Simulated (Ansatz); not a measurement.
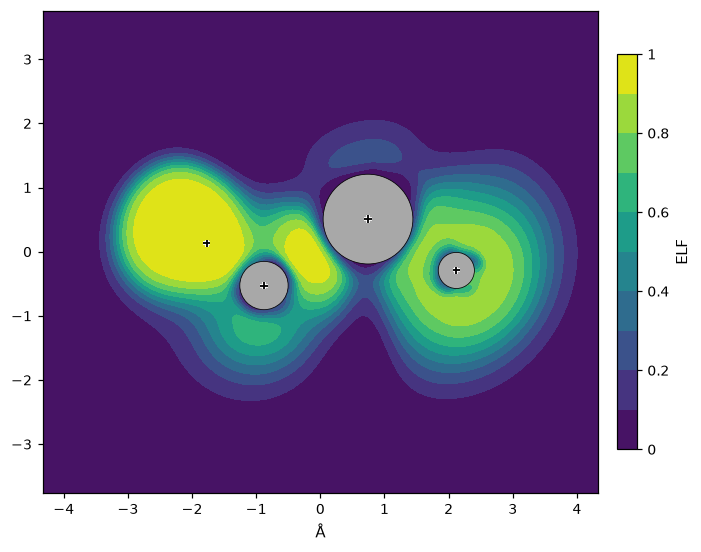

The ELF on a plane through atoms (crosses mark nuclei in the plane; grey discs cover the cores).

These are results of Ansatz 0.2.0, isolated molecule in a Gaussian basis; Kohn-Sham density functional theory, functional PBE0, not measurements.

Candidates:
A. C2H5In (charge −1, doublet)
B. FGaH4OS
C. CH4FOSi (charge −1)

Question: Which candidate gave the map?

Answer: Candidate C: CH4FOSi on the plane of atoms Si4, C1 and H5, which holds C, O, Si and H. Si–O (1.59 Å): the ELF peaks at about 0.80 between the atoms (a short, strongly polar bond). C–Si (1.92 Å): the ELF peaks at about 0.95 between the atoms: a shared electron pair.
